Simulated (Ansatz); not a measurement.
# WSeS monolayer, Janus under uniaxial strain along a, the zigzag direction, with the width clamped

Aim: how do the optical modes of WSeS monolayer, Janus shift and split under this strain?

Method: DFT PBEsol, scalar-relativistic, plane waves, PAW; PAW set soft_1, in Ansatz 0.2.0.

## (1) The structure

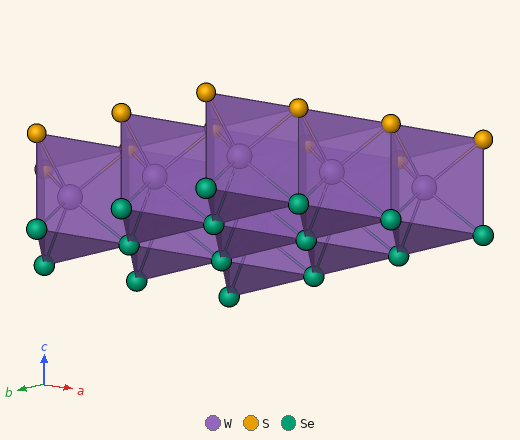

The starting structure, seen from a free direction (tungsten purple, sulfur orange, selenium teal). 3×3×1 cells are drawn. Some periodic images of atoms are drawn too.

The cell holds 3 atoms: 1 W, 1 S and 1 Se. Cell: a = 3.300 Å, b = 3.300 Å, c = 30.400 Å, α = 90.0°, β = 90.0°, γ = 120.0°. Vacuum lies along c. The height across the vacuum is the one that the program set for its solve, not the one typed.

## (2) A rough relaxation first

A rough relaxation comes first, because large forces or stress need no tight tolerances yet. The program lengthens the typed cell of 20.0 Å along the normal to 30.4 Å, as its cut-off of the electrostatics needs, and moves no atom.

Input file input.yaml:

```yaml
crystal:
  lattice:
    - [3.3, 0.0, 0.0]
    - [-1.65, 2.85788, 0.0]
    - [0.0, 0.0, 20.0]
  atoms:
    - { symbol: W, position: [0.333333, 0.666667, 0.5] }
    - { symbol: S, position: [0.666667, 0.333333, 0.58] }
    - { symbol: Se, position: [0.666667, 0.333333, 0.415] }
  periodic: [true, true, false]
kpoints:
  mp_grid: { grid: [9, 9, 1] }
hamiltonian:
  xc: pbesol
  pseudopotentials: { kind: paw, azcp: { folder: soft_1 }, xc_functional: pbe }
scf:
  occupations: { method: gaussian, width: 0.1 }
output:
  forces: true
  stress: true
  eigenvalues: true
relax:
  adjacent_minimum: "off"
  f_tol: 0.05
  max_steps: 80
  cell: { stress_2d_tol: 0.02 }
```

Started as:

```sh
$ ansatz run input.yaml --threads 4 --pin off --max-ram 16384MiB --backend cpu --events-out ev --progress --plain --runs-dir out
```

Numbers of over 12 decimals in the logs are rounded to 6 here.

The log of the run:

```text
[...]
F+E_penalty+E_count = -16568.88693946 eV   max|allowed force component| = 2.760e-3 eV/Å   (the final SCF, on the basis selected at the relaxed cell)
  cell:  # Å, volume = 270.7658 Å³
    - [3.206969, 0, 0]
    - [-1.603485, 2.777317, 0]
    - [0, 0, 30.4]
  atoms:
    - { symbol: W, position: [0.333333, 0.666667, 0.329747] }
    - { symbol: S, position: [0.666667, 0.333333, 0.380183] }
    - { symbol: Se, position: [0.666667, 0.333333, 0.273622] }
[key lines of the parts left out:]
SCF converged after 9 iterations
Free energy (F): -16568.886939 eV
Fermi energy:    -4.545493 eV
P = ½ c Tr σ = 0.0052 N/m
```

It took 19 s on 4 threads of Arm Neoverse V1, shared host; peak memory 0.59 GiB.

Step by step:

| step | energy less that of the first step (eV) | largest force component (eV/Å) | volume (Å³) |
| --- | --- | --- | --- |
| 1 | 0.0000 | 1.5699 | 286.70 |
| 2 | -0.1123 | 1.1691 | 268.55 |
| 3 | -0.1613 | 0.2537 | 268.88 |
| 4 | -0.1648 | 0.0266 | 271.61 |
| 5 | -0.1651 | 0.0024 | 270.77 |
| 6* | -0.1643 | 0.0028 | 270.77 |

Relaxation steps marked * repeat the geometry before them on a plane-wave basis chosen anew for their cell, so energy and pressure can jump there.

The run keeps the 6 symmetry operations that it works with, so distortions that break them were not tested.

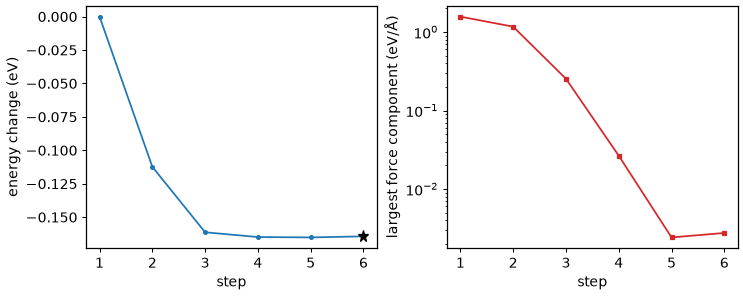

Energy and largest force along the relaxation. Stars mark steps on a basis chosen anew.

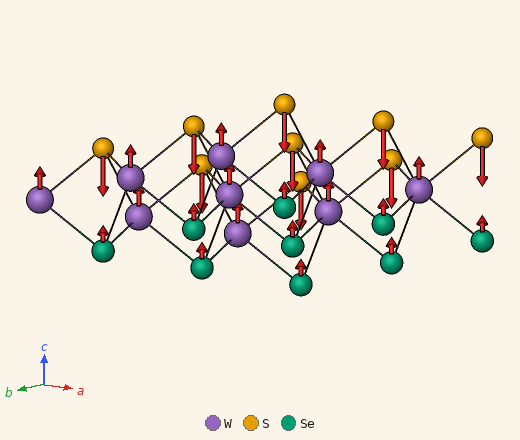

Displacements in the relaxation, exaggerated, measured against the changing cell; the longest in the cell stands for 0.04 Å. 3×3×1 cells are drawn.

```
cell as run  before  after  change
      a (Å)   3.300  3.207  -2.8 %
      b (Å)   3.300  3.207  -2.8 %
```

The atoms that moved most (Å, along periodic axes as changes of fractional coordinates times the final cell, across vacuum about the mean position):

```
atom     dx     dy      dz  length
  S2  0.000  0.000  -0.042   0.042
  W1  0.000  0.000   0.024   0.024
 Se3  0.000  0.000   0.018   0.018
```

The relaxed structure:

```xyz
3
Lattice="3.2070 0.0000 0.0000 -1.6035 2.7773 0.0000 0.0000 0.0000 30.4000" Properties=species:S:1:pos:R:3
W     0.0000    1.8515   10.0243
S     1.6035    0.9258   11.5576
Se    1.6035    0.9258    8.3181
```

Numbers from this step:

| Item | Value |
| --- | --- |
| gap on the k-mesh | 1.832 eV |
| area per atom | 2.969 Å² |

The relaxation ends with a largest force component of 0.0028 eV/Å.

## (3) Relaxation

The cell and atoms are relaxed, since residual forces and stress would shift the frequencies.

Input file input.yaml:

```yaml
crystal:
  lattice:
    - [3.206969325, 0.0, 0.0]
    - [-1.6034846625, 2.7773169046, 0.0]
    - [0.0, 0.0, 30.4]
  atoms:
    - { symbol: W, position: [0.3333333333, 0.6666666667, 0.3297472345] }
    - { symbol: S, position: [0.6666666667, 0.3333333333, 0.3801834669] }
    - { symbol: Se, position: [0.6666666667, 0.3333333333, 0.2736219301] }
  periodic: [true, true, false]
kpoints:
  mp_grid: { grid: [12, 12, 1] }
hamiltonian:
  xc: pbesol
  pseudopotentials: { kind: paw, azcp: { folder: soft_1 }, xc_functional: pbe }
scf:
  occupations: { method: gaussian, width: 0.02 }
output:
  forces: true
  stress: true
  eigenvalues: true
  write_density: true
  write_potential: true
  elf: true
  volumetric_format: npy
relax:
  adjacent_minimum: "off"
  f_tol: 0.005
  max_steps: 80
  cell: { stress_2d_tol: 0.02 }
```

The log of the run:

```text
[...]
Crystal: 3 atoms, lattice volume = 270.766 Å³
Basis set: ecut = 420 eV, 5357 PW (Γ), exchange–correlation on 48×48×432 points (8 copies of the dense FFT grid, shifted against one another)
Bands: 22, of which v1, the nominal top of the filled ones, is band 18 counted from 1 (17 counted from 0)
Symmetry: 6 space group operations
[...]
k-points: 19 of 144 (time reversal used)
[...]
SCF iter   1: F=—  HF=-16569.301985 eV  |F-HF|=—  |Δ(HF+E_count)|=         —  Δρ=1.80e-2  dr2=1.51e0  ethr=3.10e-3  ⟨swp⟩=18.2  Hψ=3854  notcnv=0
[...]
SCF iter  11: F=-16568.887066 eV  HF=-16568.887066 eV  |F-HF|=4.06e-9  |Δ(HF+E_count)|=   1.60e-8  Δρ=1.43e-6  dr2=9.48e-9  ethr=2.78e-10  ⟨swp⟩=19.4  Hψ=4550  notcnv=0
SCF 1 converged in 11 iterations: F = -16568.887066 eV  dr2 = 9.48e-9
[...]
relax step   1: F+E_penalty+E_count = -16568.88706590 eV  Δ(F+E_penalty+E_count) = +0.000e0 eV  max|allowed force component| = 2.559e-3 eV/Å  Δτ_max = 0.0000 Å  P = +0.006 N/m  Ω = 270.766 Å³  fix = [c, alpha, beta]  reactions: c +0.000 N/m  (11 SCF iters, dr2 threshold 1.00e-7 eV, accepted)
[...]
SCF iter   1: F=—  HF=-16568.887063 eV  |F-HF|=—  |Δ(HF+E_count)|=         —  Δρ=2.68e-6  dr2=3.15e-8  ethr=4.85e-7  ⟨swp⟩=5.9  Hψ=5586  notcnv=0
eigensolver tolerance schedule: the retry pair's looser diagonalisation over-reported the residual by 5549.24 of it (diagonalisation noise at 6.61 of the residual, at the tolerance the schedule requests for it); recorded, not acted on — ethr = c·dr2/N_el stays at c = 1.0e-1
[...]
SCF iter   2: F=—  HF=-16568.887066 eV  |F-HF|=—  |Δ(HF+E_count)|=   2.67e-6  Δρ=1.64e-6  dr2=2.87e-8  ethr=8.74e-11  ⟨swp⟩=6.6  Hψ=1694  notcnv=0
[...]
SCF iter   8: F=-16568.887066 eV  HF=-16568.887066 eV  |F-HF|=7.28e-12  |Δ(HF+E_count)|=  7.28e-11  Δρ=1.37e-8  dr2=8.54e-13  ethr=1.00e-12  ⟨swp⟩=10.9  Hψ=3018  notcnv=0
SCF 2 converged in 8 iterations: F = -16568.887066 eV  dr2 = 8.54e-13
relax step   2: F+E_penalty+E_count = -16568.88706591 eV  Δ(F+E_penalty+E_count) = -6.628e-9 eV  max|allowed force component| = 2.557e-3 eV/Å  Δτ_max = 0.0000 Å  P = +0.006 N/m  Ω = 270.766 Å³  fix = [c, alpha, beta]  reactions: c +0.000 N/m  stress off target by 5.58e-3 N/m on what of the cell is left free  SCF on the basis re-selected at this cell (its energy is not comparable with the rows above)  (8 SCF iters)
basis re-selected at this cell: Δ(F+E_penalty+E_count) = -6.628e-9 eV, ΔP = +0.000 N/m vs the last step (what re-selecting the basis moved, of the pressure what is left beyond the Pulay correction that the steps carried, after the strain that the cell walked since its last selection, with what the two solves' SCF thresholds leave and, on support functions, any second-order correction that the steps lacked; it is no m [...]
SCF converged after 8 iterations
Free energy (F): -16568.887066 eV
[...]
Internal energy: -16568.887066 eV  (E = F + TS)
E sigma→0 (E₀):  -16568.887066 eV
Fermi energy:    -4.548443 eV
[...]
--- Forces (eV/Å), atoms counted from 1 ---
  atom   1  W      0.00000000    -0.00000000    -0.00212255
  atom   2  S      0.00000000     0.00000000     0.00255685
  atom   3  Se    -0.00000000     0.00000000    -0.00043447
  max |Σ_I F_I| component: 1.63e-7 eV/Å
--- 2D stress c σ (N/m, compression-positive) ---
        0.005579       0.000000       0.000000
        0.000000       0.005579       0.000000
        0.000000       0.000000       0.000000
  P = ½ c Tr σ = 0.0056 N/m
--- Band table (eV; the first three rows and the last of 19) ---
  k-point 0: bands = [... 14 lower, -7.7595, -6.6845, -6.6845, -5.5991, -2.4190, -2.4190, -2.1482, -2.1482]
  k-point 1: bands = [... 14 lower, -7.9166, -6.8435, -6.7034, -5.6330, -2.6192, -2.5365, -2.3484, -2.1467]
  k-point 2: bands = [... 14 lower, -7.9046, -7.1193, -6.8647, -5.8514, -3.2167, -2.6059, -2.6015, -1.7201]
  k-point 18: bands = [... 14 lower, -9.2679, -8.7821, -7.8101, -5.4614, -3.6295, -2.3692, -1.5465, 0.0043]
--- Relaxed structure (1 steps of the walk, 1 accepted, 1 SCFs on fresh bases) ---
[...]
cell:  # Å, volume = 270.7658 Å³
    - [3.206969, 0.0, 0.0]
    - [-1.603485, 2.777317, 0.0]
    - [0.0, 0.0, 30.4]
  atoms:
    - { symbol: W, position: [0.333333, 0.666667, 0.329747] }
    - { symbol: S, position: [0.666667, 0.333333, 0.380183] }
    - { symbol: Se, position: [0.666667, 0.333333, 0.2736219301] }
```

The job ended after 11 s (4 threads; peak memory 0.61 GiB).

Little changed from the start: no atom moved by 0.005 Å and no cell edge by 0.1 %.

This step gave:

* gap on the k-mesh: 1.826 eV

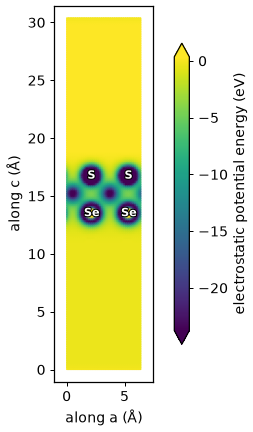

Electrostatic potential energy in the ac plane at fractional y = 0.333, with atoms of S and Se within 0.2 Å of it. With pseudopotentials it is smooth inside the atoms' cores, unlike the true potential.

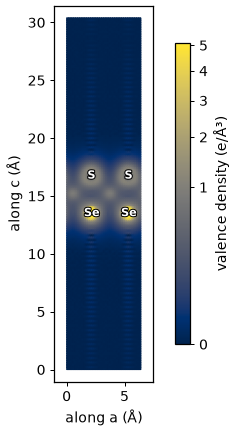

Valence density in the ac plane at fractional y = 0.333, with atoms of S and Se within 0.2 Å of it. It is the smooth field of the valence electrons, not physical close to the nuclei. The colour scale is stretched toward low values.

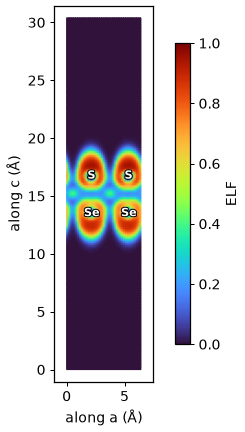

ELF in the ac plane at fractional y = 0.333, with atoms of S and Se within 0.2 Å of it. It is the smooth field of the valence electrons, not physical close to the nuclei.

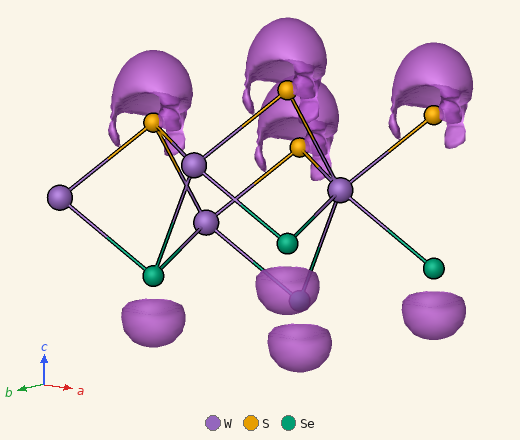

Surface of ELF = 0.85. 2×2×1 cells are drawn.

## (4) Tight relaxation

Phonons need small forces and stress, so the relaxation is finished with tight tolerances on 12×12×1 k points.

Changes to input.yaml since step 3:

```diff
@@ -16,3 +16,3 @@
 scf:
-  occupations: { method: gaussian, width: 0.02 }
+  occupations: { method: fixed }
 output:
@@ -27,4 +27,4 @@
   adjacent_minimum: "off"
-  f_tol: 0.005
-  max_steps: 80
-  cell: { stress_2d_tol: 0.02 }
+  f_tol: 0.001
+  max_steps: 60
+  cell: { stress_2d_tol: 0.002 }
```

The log of the run:

```text
[...]
Crystal: 3 atoms, lattice volume = 270.766 Å³
Basis set: ecut = 420 eV, 5357 PW (Γ), exchange–correlation on 48×48×432 points (8 copies of the dense FFT grid, shifted against one another)
Bands: 22, of which v1, the nominal top of the filled ones, is band 18 counted from 1 (17 counted from 0)
Symmetry: 6 space group operations
[...]
k-points: 19 of 144 (time reversal used)
[...]
--- Relaxed structure (2 steps of the walk, 2 accepted, 1 SCFs on fresh bases) ---
[...]
cell:  # Å, volume = 270.7704 Å³
    - [3.206996, 0, 0]
    - [-1.603498, 2.777340, 0]
    - [0, 0, 30.4]
  atoms:
    - { symbol: W, position: [0.333333, 0.666667, 0.329746] }
    - { symbol: S, position: [0.666667, 0.333333, 0.380188] }
    - { symbol: Se, position: [0.666667, 0.333333, 0.273619] }
[key lines of the parts left out:]
SCF converged after 10 iterations
Free energy (F): -16568.887066 eV
Fermi energy:    -5.461205 eV
P = ½ c Tr σ = -0.0008 N/m
```

Elapsed: 15 s, on 4 threads; peak memory 0.61 GiB; 59 s of CPU time.

Little changed from the start: no atom moved by 0.005 Å and no cell edge by 0.1 %.

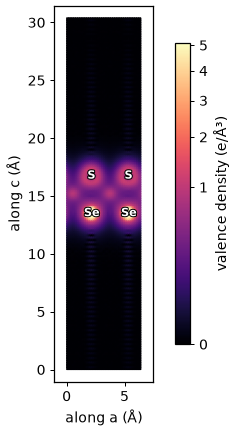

Valence density in the ac plane at fractional y = 0.333, with atoms of S and Se within 0.2 Å of it. It is the smooth field of the valence electrons, not physical close to the nuclei. The colour scale is stretched toward low values.

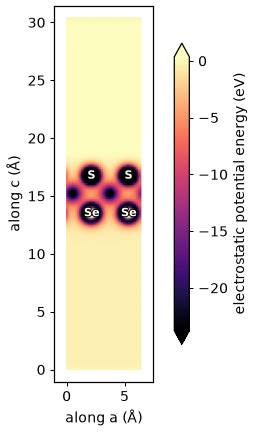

Electrostatic potential energy in the ac plane at fractional y = 0.333, with atoms of S and Se within 0.2 Å of it. With pseudopotentials it is smooth inside the atoms' cores, unlike the true potential.

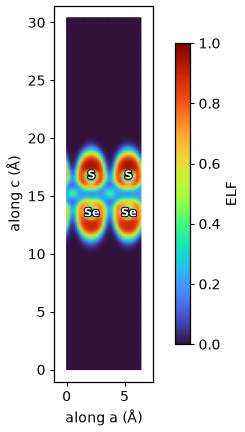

ELF in the ac plane at fractional y = 0.333, with atoms of S and Se within 0.2 Å of it. It is the smooth field of the valence electrons, not physical close to the nuclei.

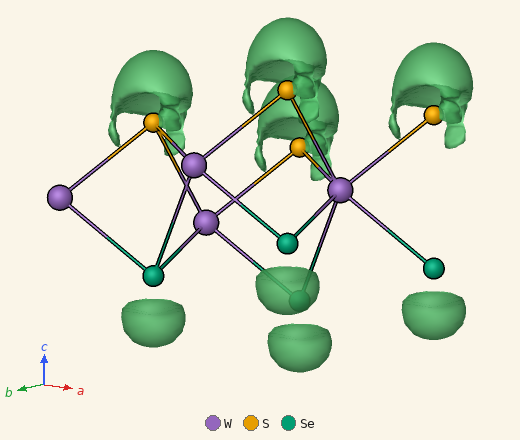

Surface of ELF = 0.85. 2×2×1 cells are drawn.

The largest force component left is 0.97 meV/Å, within the tolerances set.

## (5) Modes at rest

Phonons follow from the second derivative of the energy, found here by linear response.

The modes at rest are the reference of the series.

input.yaml, the sections that differ from step 4:

```yaml
crystal:
  lattice:
    - [3.2069962185, 0.0, 0.0]
    - [-1.6034981092, 2.777340195, 0.0]
    - [0.0, 0.0, 30.4]
  atoms:
    - { symbol: W, position: [0.3333333333, 0.6666666667, 0.3297456079] }
    - { symbol: S, position: [0.6666666667, 0.3333333333, 0.3801879083] }
    - { symbol: Se, position: [0.6666666667, 0.3333333333, 0.2736191153] }
  periodic: [true, true, false]
output:
  eigenvalues: true
phonons:
  method: dfpt
# kpoints, hamiltonian, scf: as in step 4
# relax: removed
```

The log of the run:

```text
[...]
Crystal: 3 atoms, lattice volume = 270.770 Å³
Basis set: ecut = 420 eV, 5357 PW (Γ), exchange–correlation on 48×48×432 points (8 copies of the dense FFT grid, shifted against one another)
Bands: 22, of which v1, the nominal top of the filled ones, is band 18 counted from 1 (17 counted from 0)
Symmetry: 6 space group operations
k-points: 43 of 144 (irreducible under 2 space group operations, time reversal used)
[...]
SCF iter   1: F=—  HF=-16569.299193 eV  |F-HF|=—  |Δ(HF+E_count)|=         —  Δρ=1.80e-2  dr2=1.51e0  ethr=3.10e-3  ⟨swp⟩=7.4  Hψ=5510  notcnv=0  defer=77
[...]
SCF iter  15: F=-16568.887066 eV  HF=-16568.887066 eV  |F-HF|=5.09e-11  |Δ(HF+E_count)|=  6.55e-11  Δρ=2.90e-8  dr2=4.49e-12  ethr=1.00e-12  ⟨swp⟩=19.2  Hψ=9306  notcnv=0
SCF 1 converged in 15 iterations: F = -16568.887066 eV  dr2 = 4.49e-12
[...]
DFPT response loops at Γ: preconditioner auto → none (the input reference at scf.mixing.eps_inf says where Resta's filter doesn't serve); β = 0.50; Broyden in place of MSR1
SCF converged after 15 iterations
Free energy (F): -16568.887066 eV
[...]
Internal energy: -16568.887066 eV  (E = F + TS)
E sigma→0 (E₀):  -16568.887066 eV
Fermi energy:    -5.461209 eV
[...]
--- Band table (eV; the first three rows and the last of 43) ---
  k-point 0: bands = [... 14 lower, -7.7595, -6.6841, -6.6841, -5.5995, -2.4193, -2.4193, -2.1484, -2.1484]
  k-point 1: bands = [... 14 lower, -7.9165, -6.8431, -6.7031, -5.6334, -2.6193, -2.5369, -2.3489, -2.1466]
  k-point 2: bands = [... 14 lower, -7.9037, -7.1190, -6.8645, -5.8517, -3.2168, -2.6062, -2.6018, -1.7203]
  k-point 42: bands = [... 14 lower, -8.9893, -8.7397, -7.3689, -5.9858, -3.1966, -2.2923, -2.1257, -0.4918]
--- Phonons (Γ-DFPT): 6 representative perturbations + reference, on 43 of 144 k-points (Σ response iterations 27) ---
  k mesh reduced under 2 symmetry operations, with k and −k counted as one. Each operation leaves every solved perturbation unchanged. A smaller set is not used because it would not reduce the number of displacements times k-points to solve
  ASR residual: 3.363e-5 → 0.000e0 eV/Å²; symmetrization residual: 1.034e-5 eV/Å²
  ASR residual per site (eV/Å²): 3.36e-5 1.42e-5 6.73e-6
  Γ frequencies (cm⁻¹): 0.00 0.00 0.00 202.59 202.59 280.65 331.06 331.06 418.90
  non-analytic LO–TO correction: not included (Born effective charges unavailable; polar crystals: no LO–TO splitting at Γ)
```

Elapsed: 67 s, on 4 threads; peak memory 1.3 GiB.

This step gave:

- sum-rule residual before enforcement: 3.36e-5 eV/Å²
- point group: 3m
- highest optical mode at the zone centre (no LO-TO term): 418.9 cm⁻¹
- lowest optical zone-centre mode: 202.6 cm⁻¹

Without the LO-TO term. Patterns of degenerate modes are one choice out of their space. The modes at Γ (shares of kinetic energy by element, %):

```csv
mode,frequency (cm⁻¹),symmetry,W %,S %,Se %
1,0.0,acoustic,62,11,27
2,0.0,acoustic,62,11,27
3,0.0,acoustic,62,11,27
4,202.6,E,16,13,71
5,202.6,E,16,13,71
6,280.6,A1,21,6,73
7,331.1,E,22,76,2
8,331.1,E,22,76,2
9,418.9,A1,17,83,0
```

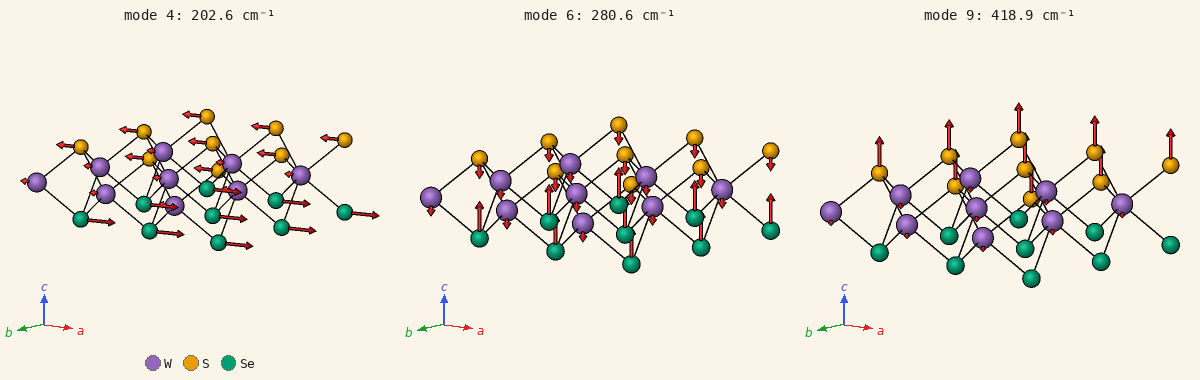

Displacement patterns of modes 4, 6 and 9 at Γ; arrows are exaggerated. 3×3×1 cells are drawn.

Before it was imposed, the acoustic sum rule was missed by 3.4e-5 eV/Å². Small misses are needed for a sound result but don't prove that mesh and cutoff are converged. The lowest optical mode is real, 203 cm⁻¹.

[end of part 1 of 2]

[Logs are printed without paths, hosts, clocks, repeated set-up lines and the standing remarks that a program may print on its own settings, such as how far it seeks lower states.]

[Hosts, paths, dates, database ids (printed as entryN), source tags and the programs' standing remarks are cut or masked in the printed files.]
